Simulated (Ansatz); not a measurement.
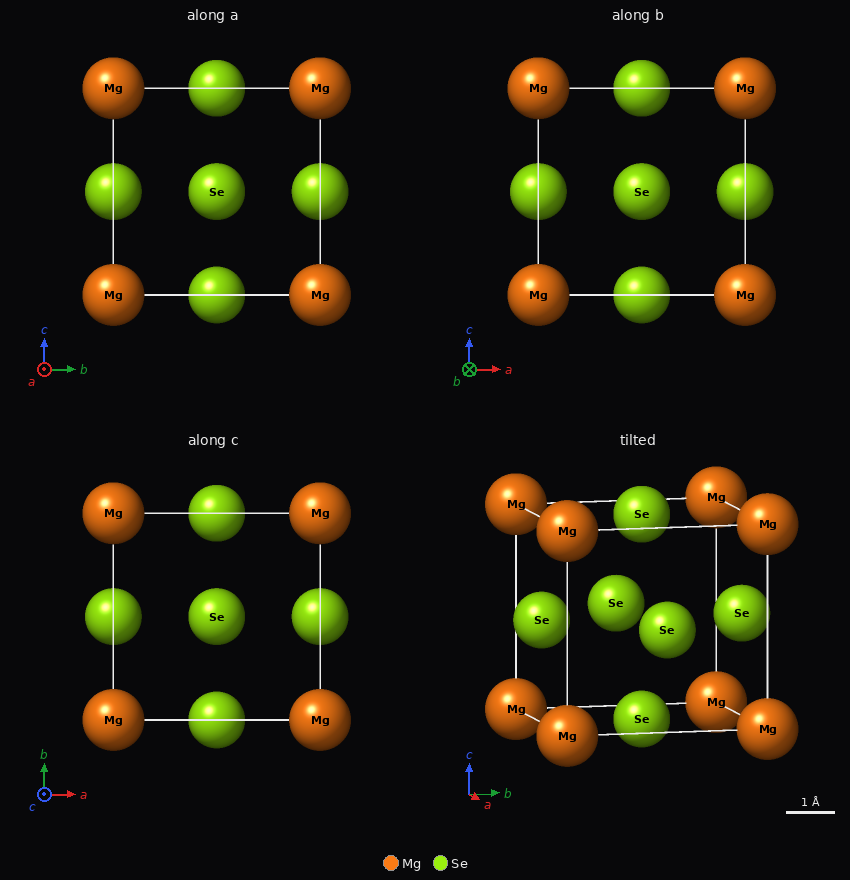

Crystal structure, spheres-only style, seen along the a axis, along the b axis, along the c axis and slightly off an axis. The wireframe shows the conventional unit cell.

Lattice parameters: a = 4.383 Å, b = 4.383 Å, c = 4.383 Å, α = 90.00°, β = 90.00°, γ = 90.00°. Put a along x and b in the xy plane.

Record the structure as a POSCAR file.

```
Mg Se
1.0
     4.383    0.000    0.000
     0.000    4.383    0.000
     0.000    0.000    4.383
Mg Se
1 3
Direct
  0.0000 0.0000 0.0000
  0.5000 0.0000 0.5000
  0.0000 0.5000 0.5000
  0.5000 0.5000 0.0000
```

The structure comes from a structure type filled with these elements by a generator (whether the compound takes this form wasn't checked). A relaxation with DFT PBE, scalar-relativistic, plane waves, PAW in Ansatz 0.2.0 gave the geometry drawn.
